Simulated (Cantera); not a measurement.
A closed system holds: 1 mol FeS2, 2.6 mol SO3, 0.083 mol O2, equilibrated at 10000 Pa.

Method: chemical equilibrium by Gibbs-energy minimisation in Cantera with the NASA 1993 tables (ideal gas, pure condensed phases). Candidate condensed phases: Fe, FeO, FeS, FeSO4, FeS2, Fe2O3, Fe2(SO4)3, Fe3O4, S; 12 gas species. Mutual solubility and eutectic melting of coexisting phases are not modelled. FeS: taken at fixed stoichiometry. Gases not in the tables: S3 to S7. The numbers say what is thermodynamically allowed, not how fast it happens.

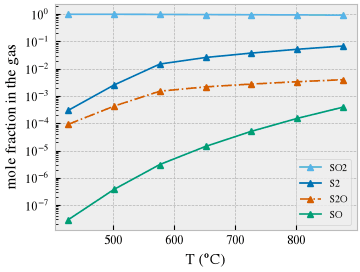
Figure. Equilibrium gas composition (values under 1e-9 drawn at 1e-9)

Question: Read off the mole fractions at 427 °C.

Answer: SO2 about 1.00, S2 about 0.00030, S2O about 9.1e-5, SO about 2.9e-8.
